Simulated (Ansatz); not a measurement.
Errors in the atomisation enthalpy at 298 K

8 molecules, all hydrocarbons; the atomisation enthalpy at 298 K in kJ/mol, computed less measured. Shapes, held fixed at every level: PBE0-D4/def2-TZVP. Flexible molecules stand in one conformer, not always the lowest. Thermal terms are harmonic and unscaled (PBE0-D4/def2-TZVP); the spin-orbit lowering of the free atoms is taken from their spectra. Programs: Ansatz 0.2.0. Measured values: Active Thermochemical Tables, CRC Handbook of Chemistry and Physics.

Levels: A = SPW92/def2-TZVPP; B = MP2/def2-TZVPP; C = CCSD(T)/CBS estimate.

```json
{"molecule": "C3H8 (propane)", "from tabulated heats": "3999", "A": "+503", "B": "-71", "C": "-4"}
{"molecule": "C4H8 (cyclobutane)", "from tabulated heats": "4584", "A": "+643", "B": "-57", "C": "-9"}
{"molecule": "C4H10 (isobutane)", "from tabulated heats": "5183", "A": "+666", "B": "-86", "C": "-8"}
{"molecule": "C4H10 (butane)", "from tabulated heats": "5173", "A": "+667", "B": "-86", "C": "-6"}
{"molecule": "C5H10 (2-methyl-2-butene)", "from tabulated heats": "5806", "A": "+794", "B": "-80", "C": "-14"}
{"molecule": "C5H10 (1,1-dimethylcyclopropane)", "from tabulated heats": "5773", "A": "+810", "B": "-66", "C": "-12"}
{"molecule": "C6H10 (3-methylcyclopentene)", "from tabulated heats": "6474", "A": "+927", "B": "-63", "C": "-18"}
{"molecule": "C6H10 (cyclohexene)", "from tabulated heats": "6486", "A": "+932", "B": "-66", "C": "-18"}
```

Q: Sum up the errors.

A: 
```csv
level,kind,mean error,mean absolute error,worst case
SPW92/def2-TZVPP,LDA,+742.8,742.8,C6H10 (cyclohexene)
MP2/def2-TZVPP,perturbation theory,-71.9,71.9,C4H10 (isobutane)
CCSD(T)/CBS estimate,coupled cluster or CI,-11.1,11.1,C6H10 (3-methylcyclopentene)
```

On this set CCSD(T)/CBS estimate has the smallest mean absolute error and SPW92/def2-TZVPP the largest. SPW92/def2-TZVPP is too high in 8 of 8; MP2/def2-TZVPP is too low in 8 of 8; CCSD(T)/CBS estimate is too low in 8 of 8. Heats of the atoms come from ATcT where it has them. The levels differ in basis as well as in method. For SPW92/def2-TZVPP and CCSD(T)/CBS estimate the error tends to grow with the atomisation enthalpy. Correlated wave functions converge slowly with the basis. The CBS estimate extrapolates MP2 from def2-TZVPP and def2-QZVPP and adds CCSD(T) − MP2 in the triple-zeta set, cores frozen. The set is small.

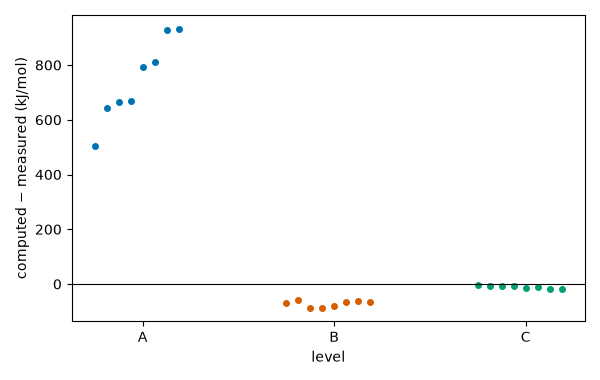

Errors of each level, one point a molecule.
